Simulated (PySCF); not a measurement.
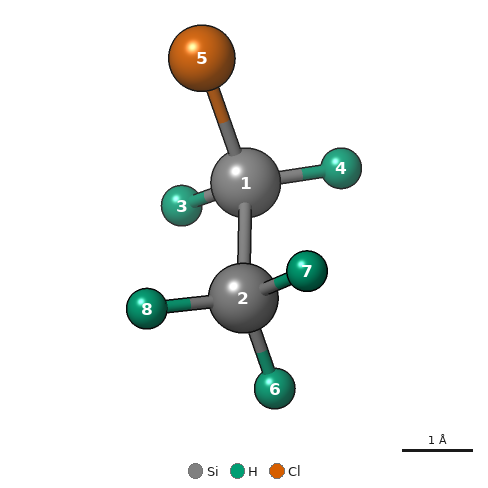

The computed structure is the end point of a PBE0-D4/def2-TZVP optimisation. No frequency run is at hand to confirm it as a minimum.

What is the geometry at Si2?

Answer. Si2 has 4 neighbours (Si1 at 2.34, H6 at 1.49, H7 at 1.49, H8 at 1.49 Å); the arrangement is tetrahedral.

Describe the coordination of atom 1.

Answer. Si1 has 4 neighbours (Si2 at 2.34, H3 at 1.48, H4 at 1.48, Cl5 at 2.06 Å); the arrangement is tetrahedral.
